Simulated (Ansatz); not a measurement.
# BrCl3H2Si (built from SMILES Br.Cl[SiH](Cl)Cl): search for a transition state, part 2 of 2

Ansatz 0.2.0, Gaussian basis; PBE0-D4.

### 8 Relaxing after a step of 0.30 Å the other way along the mode

downb/in.yaml reads:

```yaml
crystal:
  periodic: [false, false, false]
  atoms:
    - {symbol: Si, position_ang: [-0.282172, -0.439864, -0.064705]}
    - {symbol: H, position_ang: [1.130201, -0.204815, -0.429590]}
    - {symbol: Cl, position_ang: [-0.244510, -2.281748, -0.930398]}
    - {symbol: Cl, position_ang: [-0.759719, -0.707714, 1.888063]}
    - {symbol: Cl, position_ang: [-1.674689, 0.596842, -1.138561]}
    - {symbol: H, position_ang: [1.117513, 0.887108, -0.010265]}
    - {symbol: Br, position_ang: [0.713276, 2.150191, 0.685557]}
basis:
  gaussian: {orbitals: def2-TZVP}
hamiltonian: {xc: pbe0, dispersion: d4}
relax: {f_tol: 0.005, max_steps: 200}
```

The run is started by

```
$ ansatz run in.yaml --threads 8 --pin off --events-out ev --progress --plain --max-ram 19148MiB
```

The program printed:

```text
Functional definition: PBE0
  name "PBE0"
  cite "Adamo & Barone, J. Chem. Phys. 110, 6158 (1999) doi:10.1063/1.478522"
  cite "Perdew, Burke & Ernzerhof, Phys. Rev. Lett. 77, 3865 (1996) doi:10.1103/PhysRevLett.77.3865"
  parent pbe
  parameter a = 0.25
  parameter kappa = 0.804
  parameter beta = 0.06672455060314922
  exchange = (1 - a)*pbe_x(kappa = kappa, mu = beta*pi^2/3) + a*exact_x
  correlation = pbe_c(beta = beta)
1573 factors; their error is unknown
mean field evaluation 1: about -115504.2180 eV, gradient 1.6e1 eV
mean field evaluation 2: about -115504.4964 eV, gradient 1.3e1 eV
mean field evaluation 4: about -115504.7576 eV, gradient 1.1e0 eV
mean field evaluation 8: about -115505.3404 eV, gradient 4.4e-1 eV
mean field evaluation 16: about -115505.3406 eV, gradient 2.7e-5 eV
mean field -115505.34059304 eV, -4244.7429744625 hartree, gradient 2.7e-5 eV, S^2 0.000000; 0 other end points of the search recorded, 0 dependent functions left out
the calculation of the forces begins
reference -115505.34062278 eV, -4244.7429755555 hartree; 51, 51 occupied and 157, 157 virtual orbitals, 1573 factors
relax step   1: F+E_penalty+E_count = -115505.61015808 eV  Δ(F+E_penalty+E_count) = +0.000e0 eV  max|allowed force component| = 1.272e0 eV/Å  Δτ_max = 0.0000 Å  (26 SCF iters, accepted)
[... from here on, the SCF cycles and remarks between the steps are left out ...]
relax step   2: F+E_penalty+E_count = -115506.16037074 eV  Δ(F+E_penalty+E_count) = -5.502e-1 eV  max|allowed force component| = 1.389e0 eV/Å  Δτ_max = 0.1950 Å  (35 SCF iters, accepted)
relax step   3: F+E_penalty+E_count = -115506.52544922 eV  Δ(F+E_penalty+E_count) = -3.651e-1 eV  max|allowed force component| = 1.028e0 eV/Å  Δτ_max = 0.1955 Å  (29 SCF iters, accepted)
relax step   4: F+E_penalty+E_count = -115506.66182243 eV  Δ(F+E_penalty+E_count) = -1.364e-1 eV  max|allowed force component| = 7.815e-1 eV/Å  Δτ_max = 0.2000 Å  (29 SCF iters, accepted)
relax step   5: F+E_penalty+E_count = -115506.71472900 eV  Δ(F+E_penalty+E_count) = -5.291e-2 eV  max|allowed force component| = 3.214e-1 eV/Å  Δτ_max = 0.1999 Å  (29 SCF iters, accepted)
relax step   6: F+E_penalty+E_count = -115506.72413597 eV  Δ(F+E_penalty+E_count) = -9.407e-3 eV  max|allowed force component| = 3.800e-2 eV/Å  Δτ_max = 0.1216 Å  (31 SCF iters, accepted)
relax step   7: F+E_penalty+E_count = -115506.72548249 eV  Δ(F+E_penalty+E_count) = -1.347e-3 eV  max|allowed force component| = 4.801e-2 eV/Å  Δτ_max = 0.0632 Å  (31 SCF iters, accepted)
relax step   8: F+E_penalty+E_count = -115506.72725232 eV  Δ(F+E_penalty+E_count) = -1.770e-3 eV  max|allowed force component| = 2.018e-2 eV/Å  Δτ_max = 0.0672 Å  (30 SCF iters, accepted)
relax step   9: F+E_penalty+E_count = -115506.72809715 eV  Δ(F+E_penalty+E_count) = -8.448e-4 eV  max|allowed force component| = 6.790e-2 eV/Å  Δτ_max = 0.0330 Å  (30 SCF iters, accepted)
relax step  10: F+E_penalty+E_count = -115506.72970590 eV  Δ(F+E_penalty+E_count) = -1.609e-3 eV  max|allowed force component| = 9.538e-2 eV/Å  Δτ_max = 0.0579 Å  (30 SCF iters, accepted)
relax step  11: F+E_penalty+E_count = -115506.73102164 eV  Δ(F+E_penalty+E_count) = -1.316e-3 eV  max|allowed force component| = 1.405e-1 eV/Å  Δτ_max = 0.0528 Å  (30 SCF iters, accepted)
relax step  12: F+E_penalty+E_count = -115506.73136387 eV  Δ(F+E_penalty+E_count) = -3.422e-4 eV  max|allowed force component| = 1.571e-1 eV/Å  Δτ_max = 0.0172 Å  (30 SCF iters, accepted)
relax step  13: F+E_penalty+E_count = -115506.73160976 eV  Δ(F+E_penalty+E_count) = -2.459e-4 eV  max|allowed force component| = 1.909e-1 eV/Å  Δτ_max = 0.0194 Å  (31 SCF iters, accepted)
relax step  14: F+E_penalty+E_count = -115506.73167359 eV  Δ(F+E_penalty+E_count) = -6.383e-5 eV  max|allowed force component| = 2.036e-1 eV/Å  Δτ_max = 0.0072 Å  (31 SCF iters, accepted)
relax step  15: F+E_penalty+E_count = -115506.73170176 eV  Δ(F+E_penalty+E_count) = -2.817e-5 eV  max|allowed force component| = 2.167e-1 eV/Å  Δτ_max = 0.0064 Å  (31 SCF iters, accepted)
relax step  16: F+E_penalty+E_count = -115506.73188306 eV  Δ(F+E_penalty+E_count) = -1.813e-4 eV  max|allowed force component| = 2.359e-1 eV/Å  Δτ_max = 0.0144 Å  (30 SCF iters, accepted)
relax step  17: F+E_penalty+E_count = -115506.72090423 eV  Δ(F+E_penalty+E_count) = +1.098e-2 eV  max|allowed force component| = 6.088e-1 eV/Å  Δτ_max = 0.1577 Å  (29 SCF iters, rejected (line search))
relax step  18: F+E_penalty+E_count = -115506.73690490 eV  Δ(F+E_penalty+E_count) = -5.022e-3 eV  max|allowed force component| = 2.526e-2 eV/Å  Δτ_max = 0.0788 Å  (30 SCF iters, accepted)
relax step  19: F+E_penalty+E_count = -115506.73833433 eV  Δ(F+E_penalty+E_count) = -1.429e-3 eV  max|allowed force component| = 5.141e-2 eV/Å  Δτ_max = 0.0461 Å  (31 SCF iters, accepted)
relax step  20: F+E_penalty+E_count = -115506.73434295 eV  Δ(F+E_penalty+E_count) = +3.991e-3 eV  max|allowed force component| = 4.493e-1 eV/Å  Δτ_max = 0.1472 Å  (29 SCF iters, rejected (line search))
relax step  21: F+E_penalty+E_count = -115506.74135307 eV  Δ(F+E_penalty+E_count) = -3.019e-3 eV  max|allowed force component| = 6.856e-2 eV/Å  Δτ_max = 0.0736 Å  (30 SCF iters, accepted)
relax step  22: F+E_penalty+E_count = -115506.74407962 eV  Δ(F+E_penalty+E_count) = -2.727e-3 eV  max|allowed force component| = 1.317e-1 eV/Å  Δτ_max = 0.0746 Å  (30 SCF iters, accepted)
relax step  23: F+E_penalty+E_count = -115506.74636024 eV  Δ(F+E_penalty+E_count) = -2.281e-3 eV  max|allowed force component| = 2.724e-1 eV/Å  Δτ_max = 0.1085 Å  (30 SCF iters, accepted)
relax step  24: F+E_penalty+E_count = -115506.75534588 eV  Δ(F+E_penalty+E_count) = -8.986e-3 eV  max|allowed force component| = 3.225e-2 eV/Å  Δτ_max = 0.1687 Å  (29 SCF iters, accepted)
relax step  25: F+E_penalty+E_count = -115506.75669181 eV  Δ(F+E_penalty+E_count) = -1.346e-3 eV  max|allowed force component| = 9.501e-2 eV/Å  Δτ_max = 0.0504 Å  (30 SCF iters, accepted)
relax step  26: F+E_penalty+E_count = -115506.75862676 eV  Δ(F+E_penalty+E_count) = -1.935e-3 eV  max|allowed force component| = 1.547e-1 eV/Å  Δτ_max = 0.0925 Å  (30 SCF iters, accepted)
relax step  27: F+E_penalty+E_count = -115506.75790549 eV  Δ(F+E_penalty+E_count) = +7.213e-4 eV  max|allowed force component| = 4.196e-1 eV/Å  Δτ_max = 0.1951 Å  (29 SCF iters, rejected (line search))
relax step  28: F+E_penalty+E_count = -115506.76114446 eV  Δ(F+E_penalty+E_count) = -2.518e-3 eV  max|allowed force component| = 4.473e-2 eV/Å  Δτ_max = 0.0975 Å  (30 SCF iters, accepted)
relax step  29: F+E_penalty+E_count = -115506.76201817 eV  Δ(F+E_penalty+E_count) = -8.737e-4 eV  max|allowed force component| = 1.783e-1 eV/Å  Δτ_max = 0.0995 Å  (30 SCF iters, accepted)
relax step  30: F+E_penalty+E_count = -115506.76289049 eV  Δ(F+E_penalty+E_count) = -8.723e-4 eV  max|allowed force component| = 7.523e-2 eV/Å  Δτ_max = 0.0627 Å  (31 SCF iters, accepted)
relax step  31: F+E_penalty+E_count = -115506.76377955 eV  Δ(F+E_penalty+E_count) = -8.891e-4 eV  max|allowed force component| = 4.167e-2 eV/Å  Δτ_max = 0.0415 Å  (31 SCF iters, accepted)
relax step  32: F+E_penalty+E_count = -115506.76324516 eV  Δ(F+E_penalty+E_count) = +5.344e-4 eV  max|allowed force component| = 2.540e-1 eV/Å  Δτ_max = 0.1026 Å  (29 SCF iters, rejected (line search))
relax step  33: F+E_penalty+E_count = -115506.76395574 eV  Δ(F+E_penalty+E_count) = -1.762e-4 eV  max|allowed force component| = 7.059e-2 eV/Å  Δτ_max = 0.0378 Å  (30 SCF iters, accepted)
relax step  34: F+E_penalty+E_count = -115506.76479723 eV  Δ(F+E_penalty+E_count) = -8.415e-4 eV  max|allowed force component| = 5.343e-2 eV/Å  Δτ_max = 0.0517 Å  (30 SCF iters, accepted)
relax step  35: F+E_penalty+E_count = -115506.75887514 eV  Δ(F+E_penalty+E_count) = +5.922e-3 eV  max|allowed force component| = 5.060e-1 eV/Å  Δτ_max = 0.1467 Å  (29 SCF iters, rejected (line search))
relax step  36: F+E_penalty+E_count = -115506.76536549 eV  Δ(F+E_penalty+E_count) = -5.683e-4 eV  max|allowed force component| = 3.509e-2 eV/Å  Δτ_max = 0.0390 Å  (30 SCF iters, accepted)
relax step  37: F+E_penalty+E_count = -115506.76574521 eV  Δ(F+E_penalty+E_count) = -3.797e-4 eV  max|allowed force component| = 1.399e-1 eV/Å  Δτ_max = 0.0732 Å  (30 SCF iters, accepted)
relax step  38: F+E_penalty+E_count = -115506.76627716 eV  Δ(F+E_penalty+E_count) = -5.319e-4 eV  max|allowed force component| = 6.357e-2 eV/Å  Δτ_max = 0.0120 Å  (32 SCF iters, accepted)
relax step  39: F+E_penalty+E_count = -115506.76758447 eV  Δ(F+E_penalty+E_count) = -1.307e-3 eV  max|allowed force component| = 6.808e-3 eV/Å  Δτ_max = 0.0766 Å  (29 SCF iters, accepted)
relax step  40: F+E_penalty+E_count = -115506.76816552 eV  Δ(F+E_penalty+E_count) = -5.810e-4 eV  max|allowed force component| = 2.235e-2 eV/Å  Δτ_max = 0.0412 Å  (30 SCF iters, accepted)
relax step  41: F+E_penalty+E_count = -115506.73557221 eV  Δ(F+E_penalty+E_count) = +3.259e-2 eV  max|allowed force component| = 7.800e-1 eV/Å  Δτ_max = 0.1958 Å  (35 SCF iters, rejected (line search))
relax step  42: F+E_penalty+E_count = -115506.76903990 eV  Δ(F+E_penalty+E_count) = -8.744e-4 eV  max|allowed force component| = 2.470e-2 eV/Å  Δτ_max = 0.0820 Å  (29 SCF iters, accepted)
relax step  43: F+E_penalty+E_count = -115506.76947112 eV  Δ(F+E_penalty+E_count) = -4.312e-4 eV  max|allowed force component| = 8.851e-2 eV/Å  Δτ_max = 0.0253 Å  (31 SCF iters, accepted)
relax step  44: F+E_penalty+E_count = -115506.75545387 eV  Δ(F+E_penalty+E_count) = +1.402e-2 eV  max|allowed force component| = 5.482e-1 eV/Å  Δτ_max = 0.1467 Å  (29 SCF iters, rejected (line search))
relax step  45: F+E_penalty+E_count = -115506.77058016 eV  Δ(F+E_penalty+E_count) = -1.109e-3 eV  max|allowed force component| = 4.056e-2 eV/Å  Δτ_max = 0.0681 Å  (29 SCF iters, accepted)
relax step  46: F+E_penalty+E_count = -115506.76942082 eV  Δ(F+E_penalty+E_count) = +1.159e-3 eV  max|allowed force component| = 2.038e-1 eV/Å  Δτ_max = 0.0738 Å  (30 SCF iters, rejected (line search))
relax step  47: F+E_penalty+E_count = -115506.77108619 eV  Δ(F+E_penalty+E_count) = -5.060e-4 eV  max|allowed force component| = 1.593e-2 eV/Å  Δτ_max = 0.0369 Å  (30 SCF iters, accepted)
relax step  48: F+E_penalty+E_count = -115506.77140070 eV  Δ(F+E_penalty+E_count) = -3.145e-4 eV  max|allowed force component| = 4.156e-2 eV/Å  Δτ_max = 0.0356 Å  (30 SCF iters, accepted)
relax step  49: F+E_penalty+E_count = -115506.77155354 eV  Δ(F+E_penalty+E_count) = -1.528e-4 eV  max|allowed force component| = 5.255e-2 eV/Å  Δτ_max = 0.0284 Å  (30 SCF iters, accepted)
relax step  50: F+E_penalty+E_count = -115506.77170851 eV  Δ(F+E_penalty+E_count) = -1.550e-4 eV  max|allowed force component| = 6.384e-2 eV/Å  Δτ_max = 0.0289 Å  (31 SCF iters, accepted)
relax step  51: F+E_penalty+E_count = -115506.77194327 eV  Δ(F+E_penalty+E_count) = -2.348e-4 eV  max|allowed force component| = 3.963e-2 eV/Å  Δτ_max = 0.0159 Å  (31 SCF iters, accepted)
relax step  52: F+E_penalty+E_count = -115506.77216132 eV  Δ(F+E_penalty+E_count) = -2.180e-4 eV  max|allowed force component| = 1.974e-3 eV/Å  Δτ_max = 0.0344 Å  (31 SCF iters, accepted)
relax step  53: F+E_penalty+E_count = -115506.77232457 eV  Δ(F+E_penalty+E_count) = -1.633e-4 eV  max|allowed force component| = 3.390e-2 eV/Å  Δτ_max = 0.0604 Å  (30 SCF iters, accepted)
relax step  54: F+E_penalty+E_count = -115506.77238195 eV  Δ(F+E_penalty+E_count) = -5.739e-5 eV  max|allowed force component| = 4.447e-2 eV/Å  Δτ_max = 0.0298 Å  (31 SCF iters, accepted)
relax step  55: F+E_penalty+E_count = -115506.77246634 eV  Δ(F+E_penalty+E_count) = -8.438e-5 eV  max|allowed force component| = 3.948e-2 eV/Å  Δτ_max = 0.0209 Å  (31 SCF iters, accepted)
relax step  56: F+E_penalty+E_count = -115506.77261651 eV  Δ(F+E_penalty+E_count) = -1.502e-4 eV  max|allowed force component| = 2.591e-2 eV/Å  Δτ_max = 0.0420 Å  (30 SCF iters, accepted)
relax step  57: F+E_penalty+E_count = -115506.77253596 eV  Δ(F+E_penalty+E_count) = +8.055e-5 eV  max|allowed force component| = 9.852e-2 eV/Å  Δτ_max = 0.0817 Å  (30 SCF iters, rejected (line search))
relax step  58: F+E_penalty+E_count = -115506.77273085 eV  Δ(F+E_penalty+E_count) = -1.143e-4 eV  max|allowed force component| = 3.077e-2 eV/Å  Δτ_max = 0.0400 Å  (31 SCF iters, accepted)
relax step  59: F+E_penalty+E_count = -115506.77262854 eV  Δ(F+E_penalty+E_count) = +1.023e-4 eV  max|allowed force component| = 1.059e-1 eV/Å  Δτ_max = 0.0646 Å  (30 SCF iters, rejected (line search))
relax step  60: F+E_penalty+E_count = -115506.77283705 eV  Δ(F+E_penalty+E_count) = -1.062e-4 eV  max|allowed force component| = 3.432e-2 eV/Å  Δτ_max = 0.0316 Å  (31 SCF iters, accepted)
relax step  61: F+E_penalty+E_count = -115506.77288191 eV  Δ(F+E_penalty+E_count) = -4.486e-5 eV  max|allowed force component| = 7.355e-2 eV/Å  Δτ_max = 0.0488 Å  (30 SCF iters, accepted)
relax step  62: F+E_penalty+E_count = -115506.77296484 eV  Δ(F+E_penalty+E_count) = -8.293e-5 eV  max|allowed force component| = 6.375e-2 eV/Å  Δτ_max = 0.0160 Å  (31 SCF iters, accepted)
relax step  63: F+E_penalty+E_count = -115506.77308111 eV  Δ(F+E_penalty+E_count) = -1.163e-4 eV  max|allowed force component| = 1.156e-2 eV/Å  Δτ_max = 0.0410 Å  (30 SCF iters, accepted)
relax step  64: F+E_penalty+E_count = -115506.77329271 eV  Δ(F+E_penalty+E_count) = -2.116e-4 eV  max|allowed force component| = 2.413e-2 eV/Å  Δτ_max = 0.0266 Å  (31 SCF iters, accepted)
relax step  65: F+E_penalty+E_count = -115506.77341782 eV  Δ(F+E_penalty+E_count) = -1.251e-4 eV  max|allowed force component| = 9.116e-2 eV/Å  Δτ_max = 0.0616 Å  (30 SCF iters, accepted)
relax step  66: F+E_penalty+E_count = -115506.77362410 eV  Δ(F+E_penalty+E_count) = -2.063e-4 eV  max|allowed force component| = 6.083e-2 eV/Å  Δτ_max = 0.0115 Å  (31 SCF iters, accepted)
relax step  67: F+E_penalty+E_count = -115506.77402117 eV  Δ(F+E_penalty+E_count) = -3.971e-4 eV  max|allowed force component| = 1.359e-2 eV/Å  Δτ_max = 0.0395 Å  (30 SCF iters, accepted)
relax step  68: F+E_penalty+E_count = -115506.76931292 eV  Δ(F+E_penalty+E_count) = +4.708e-3 eV  max|allowed force component| = 4.855e-1 eV/Å  Δτ_max = 0.1970 Å  (29 SCF iters, rejected (line search))
relax step  69: F+E_penalty+E_count = -115506.77410421 eV  Δ(F+E_penalty+E_count) = -8.303e-5 eV  max|allowed force component| = 4.597e-3 eV/Å  Δτ_max = 0.0117 Å  (32 SCF iters, accepted)
relax step  70: F+E_penalty+E_count = -115506.77452128 eV  Δ(F+E_penalty+E_count) = -4.171e-4 eV  max|allowed force component| = 1.268e-1 eV/Å  Δτ_max = 0.0979 Å  (29 SCF iters, accepted)
relax step  71: F+E_penalty+E_count = -115506.77502012 eV  Δ(F+E_penalty+E_count) = -4.988e-4 eV  max|allowed force component| = 8.781e-2 eV/Å  Δτ_max = 0.0329 Å  (31 SCF iters, accepted)
relax step  72: F+E_penalty+E_count = -115506.77570059 eV  Δ(F+E_penalty+E_count) = -6.805e-4 eV  max|allowed force component| = 1.516e-1 eV/Å  Δτ_max = 0.1266 Å  (30 SCF iters, accepted)
relax step  73: F+E_penalty+E_count = -115506.77646102 eV  Δ(F+E_penalty+E_count) = -7.604e-4 eV  max|allowed force component| = 1.547e-1 eV/Å  Δτ_max = 0.0324 Å  (31 SCF iters, accepted)
relax step  74: F+E_penalty+E_count = -115506.77727378 eV  Δ(F+E_penalty+E_count) = -8.128e-4 eV  max|allowed force component| = 9.133e-2 eV/Å  Δτ_max = 0.0270 Å  (31 SCF iters, accepted)
relax step  75: F+E_penalty+E_count = -115506.77838350 eV  Δ(F+E_penalty+E_count) = -1.110e-3 eV  max|allowed force component| = 1.192e-1 eV/Å  Δτ_max = 0.0978 Å  (29 SCF iters, accepted)
relax step  76: F+E_penalty+E_count = -115506.77924905 eV  Δ(F+E_penalty+E_count) = -8.656e-4 eV  max|allowed force component| = 5.050e-2 eV/Å  Δτ_max = 0.0364 Å  (31 SCF iters, accepted)
relax step  77: F+E_penalty+E_count = -115506.77961426 eV  Δ(F+E_penalty+E_count) = -3.652e-4 eV  max|allowed force component| = 1.603e-2 eV/Å  Δτ_max = 0.0211 Å  (31 SCF iters, accepted)
relax step  78: F+E_penalty+E_count = -115506.77992871 eV  Δ(F+E_penalty+E_count) = -3.144e-4 eV  max|allowed force component| = 4.381e-2 eV/Å  Δτ_max = 0.0275 Å  (31 SCF iters, accepted)
relax step  79: F+E_penalty+E_count = -115506.77420824 eV  Δ(F+E_penalty+E_count) = +5.720e-3 eV  max|allowed force component| = 5.462e-1 eV/Å  Δτ_max = 0.1957 Å  (29 SCF iters, rejected (line search))
relax step  80: F+E_penalty+E_count = -115506.78018025 eV  Δ(F+E_penalty+E_count) = -2.515e-4 eV  max|allowed force component| = 4.985e-2 eV/Å  Δτ_max = 0.0253 Å  (32 SCF iters, accepted)
relax step  81: F+E_penalty+E_count = -115506.78132267 eV  Δ(F+E_penalty+E_count) = -1.142e-3 eV  max|allowed force component| = 1.565e-1 eV/Å  Δτ_max = 0.0990 Å  (29 SCF iters, accepted)
relax step  82: F+E_penalty+E_count = -115506.78147044 eV  Δ(F+E_penalty+E_count) = -1.478e-4 eV  max|allowed force component| = 2.268e-1 eV/Å  Δτ_max = 0.0808 Å  (31 SCF iters, accepted)
relax step  83: F+E_penalty+E_count = -115506.78558580 eV  Δ(F+E_penalty+E_count) = -4.115e-3 eV  max|allowed force component| = 1.207e-2 eV/Å  Δτ_max = 0.1193 Å  (29 SCF iters, accepted)
relax step  84: F+E_penalty+E_count = -115506.78558760 eV  Δ(F+E_penalty+E_count) = -1.801e-6 eV  max|allowed force component| = 6.741e-2 eV/Å  Δτ_max = 0.0199 Å  (31 SCF iters, accepted)
relax step  85: F+E_penalty+E_count = -115506.78585273 eV  Δ(F+E_penalty+E_count) = -2.651e-4 eV  max|allowed force component| = 1.040e-1 eV/Å  Δτ_max = 0.0256 Å  (31 SCF iters, accepted)
relax step  86: F+E_penalty+E_count = -115506.77861805 eV  Δ(F+E_penalty+E_count) = +7.235e-3 eV  max|allowed force component| = 5.124e-1 eV/Å  Δτ_max = 0.1934 Å  (29 SCF iters, rejected (line search))
relax step  87: F+E_penalty+E_count = -115506.78779699 eV  Δ(F+E_penalty+E_count) = -1.944e-3 eV  max|allowed force component| = 1.097e-2 eV/Å  Δτ_max = 0.0967 Å  (30 SCF iters, accepted)
relax step  88: F+E_penalty+E_count = -115506.78737850 eV  Δ(F+E_penalty+E_count) = +4.185e-4 eV  max|allowed force component| = 1.911e-1 eV/Å  Δτ_max = 0.0976 Å  (30 SCF iters, rejected (line search))
relax step  89: F+E_penalty+E_count = -115506.78827759 eV  Δ(F+E_penalty+E_count) = -4.806e-4 eV  max|allowed force component| = 2.561e-2 eV/Å  Δτ_max = 0.0475 Å  (31 SCF iters, accepted)
relax step  90: F+E_penalty+E_count = -115506.78835670 eV  Δ(F+E_penalty+E_count) = -7.911e-5 eV  max|allowed force component| = 7.403e-2 eV/Å  Δτ_max = 0.0496 Å  (31 SCF iters, accepted)
relax step  91: F+E_penalty+E_count = -115506.78853796 eV  Δ(F+E_penalty+E_count) = -1.813e-4 eV  max|allowed force component| = 7.230e-2 eV/Å  Δτ_max = 0.0242 Å  (31 SCF iters, accepted)
relax step  92: F+E_penalty+E_count = -115506.78885634 eV  Δ(F+E_penalty+E_count) = -3.184e-4 eV  max|allowed force component| = 8.010e-3 eV/Å  Δτ_max = 0.0135 Å  (31 SCF iters, accepted)
relax step  93: F+E_penalty+E_count = -115506.78886667 eV  Δ(F+E_penalty+E_count) = -1.033e-5 eV  max|allowed force component| = 3.026e-3 eV/Å  Δτ_max = 0.0092 Å  (32 SCF iters, accepted)
relax step  94: F+E_penalty+E_count = -115506.78887998 eV  Δ(F+E_penalty+E_count) = -1.331e-5 eV  max|allowed force component| = 1.304e-3 eV/Å  Δτ_max = 0.0106 Å  (32 SCF iters, accepted)
1573 factors; their error is unknown
mean field evaluation 672: about -115505.9730 eV, gradient 1.3e-4 eV
mean field -115506.55631160 eV, -4244.7876512955 hartree, gradient 1.0e-5 eV, S^2 0.000000; 1 other end points of the search recorded, 0 dependent functions left out
the calculation of the forces begins
reference -115506.55634424 eV, -4244.7876524948 hartree; 51, 51 occupied and 157, 157 virtual orbitals, 1573 factors
Total energy: -115506.78891262 eV, -4244.7961992251 hartree
Atom 0 at    -0.345849    -0.943057    -0.209692 Å, force     0.000627    -0.000788     0.000667 eV/Å
Atom 1 at     1.121553    -0.924322    -0.230748 Å, force     0.000711    -0.000648     0.000223 eV/Å
Atom 2 at    -1.025620    -2.662206    -1.044277 Å, force    -0.000242     0.000213    -0.000155 eV/Å
Atom 3 at    -1.019323    -0.792816     1.694966 Å, force    -0.000102     0.000367    -0.000245 eV/Å
Atom 4 at    -1.050814     0.635618    -1.294862 Å, force    -0.001304     0.000278    -0.001217 eV/Å
Atom 5 at     0.612656     2.343275     0.087716 Å, force    -0.000156     0.000251     0.000935 eV/Å
Atom 6 at     1.707297     2.343508     0.996998 Å, force     0.000466     0.000327    -0.000208 eV/Å
Dipole moment:     0.012210    -0.056021    -0.099275 e Å
```

It took 4.5 min on 8 threads of Arm Neoverse V2, shared host; peak memory 0.8 GiB.

Step by step: (not every step is listed) (the energy doesn't fall at every step)

```tsv
step	energy from step 1 (eV)	largest force component (eV/Å)
1	0.0000	1.2716
2	-0.5502	1.3890
3	-0.9153	1.0281
4	-1.0517	0.7815
5	-1.1046	0.3214
6	-1.1140	0.0380
7	-1.1153	0.0480
8	-1.1171	0.0202
9	-1.1179	0.0679
17	-1.1107	0.6088
25	-1.1465	0.0950
33	-1.1538	0.0706
41	-1.1254	0.7800
49	-1.1614	0.0526
57	-1.1624	0.0985
65	-1.1633	0.0912
73	-1.1663	0.1547
81	-1.1712	0.1565
89	-1.1781	0.0256
90	-1.1782	0.0740
91	-1.1784	0.0723
92	-1.1787	0.0080
93	-1.1787	0.0030
94	-1.1787	0.0013
```

Close pairs (by a distance rule), those that changed most:

```tsv
bond	before (Å)	after (Å)	change (Å)
H6–Br7	1.498	1.423	-0.075
Si1–H2	1.478	1.468	-0.010
Si1–Cl3	2.036	2.028	-0.007
Si1–Cl4	2.028	2.026	-0.002
Si1–Cl5	2.041	2.041	-0.000
```

### 9 The three structures

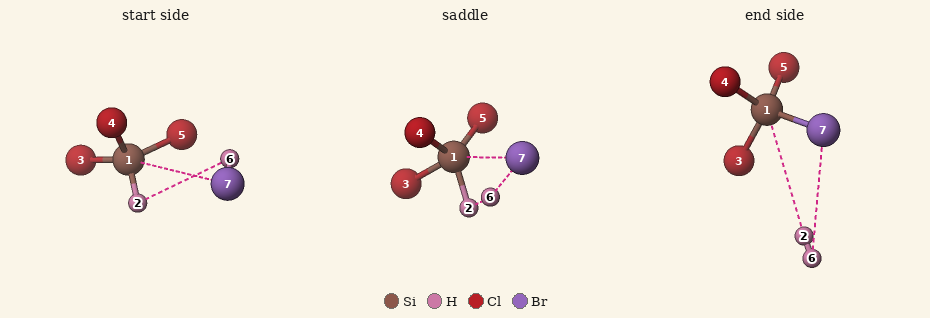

The minimum on the start side, the saddle and the minimum on the end side; broken lines join the pairs that change, where they aren't drawn as bonds.

```tsv
pair	start side (Å)	saddle (Å)	end side (Å)
Si1–Br7	4.059	2.615	2.188
H2–H6	3.322	0.919	0.746
Si1–H2	1.468	1.673	4.144
H6–Br7	1.423	1.824	4.136
```

### 10 What came out

What follows sums up all 2 parts.

| quantity | value |
| --- | --- |
| imaginary mode | 779i cm⁻¹ |
| barrier from the start side | 168.2 kJ/mol |
| barrier from the end side | 227.4 kJ/mol |
| energy of the step | -59.3 kJ/mol |
| pairs that change | Si1–Br7 formed, H2–H6 formed, Si1–H2 broken, H6–Br7 broken |
| zero-point energy at the saddle | 0.547 eV |

**Reading.** One imaginary mode, 779i cm⁻¹, makes this a first-order saddle. The two relaxations end on the structures that were planned. At PBE0-D4/def2-TZVP the electronic barrier is 168.2 kJ/mol, about 68 kT at 298 K, and the step runs 59.3 kJ/mol downhill.
